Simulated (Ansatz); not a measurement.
**Ligand exchange: C2H9ClSi2 + BH(CH3)(OH) → C2H10OSi2 + BH(CH3)Cl**

Species: C2H9ClSi2 `C[SiH2]C[SiH2]Cl`, singlet; BH(CH3)(OH), singlet; C2H10OSi2 `C[SiH2]C[SiH2]O`, singlet; BH(CH3)Cl, singlet. The partners trade Cl for OH: Si–Cl and B–OH bonds give way to Si–OH and B–Cl.

Shapes, held fixed at every level: PBE0-D4/def2-TZVP. Flexible molecules stand in one conformer, not always the lowest. Programs: Ansatz 0.2.0. Electronic energies: no zero-point or thermal term.

| level | kind | ΔE (kJ/mol) | less CCSD(T)/CBS estimate |
| --- | --- | --- | --- |
| PBE-D4/def2-TZVPP | GGA | +58.2 | +3.8 |
| r2SCAN-D4/def2-TZVPP | meta-GGA | +55.3 | +0.9 |
| B3LYP-D4/def2-TZVPP | global hybrid | +56.1 | +1.7 |
| PBE0-D4/def2-TZVPP | global hybrid | +58.0 | +3.6 |
| B2PLYP/def2-TZVPP | double hybrid | +55.6 | +1.2 |
| CCSD/def2-TZVPP | coupled cluster or CI | +53.8 | -0.6 |
| CCSD(T)/CBS estimate | coupled cluster or CI | +54.4 | 0.0 |

The highest level, CCSD(T)/CBS estimate, gives ΔE = +54.4 kJ/mol; the levels span +53.8 to +58.2. The column of differences is taken from that level and isn't an error. No measured value is set beside it here. The CBS estimate extrapolates MP2 from def2-TZVPP and def2-QZVPP and adds CCSD(T) − MP2 in the triple-zeta set, cores frozen.

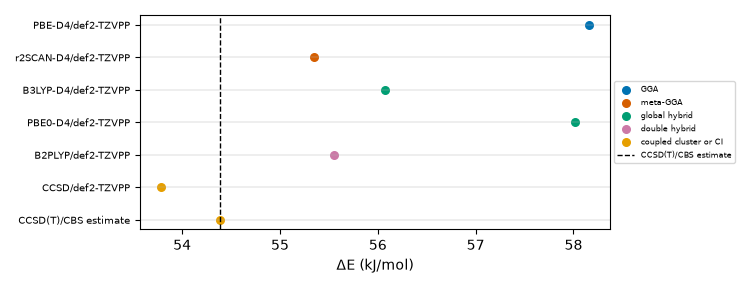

The values of the table, level by level.
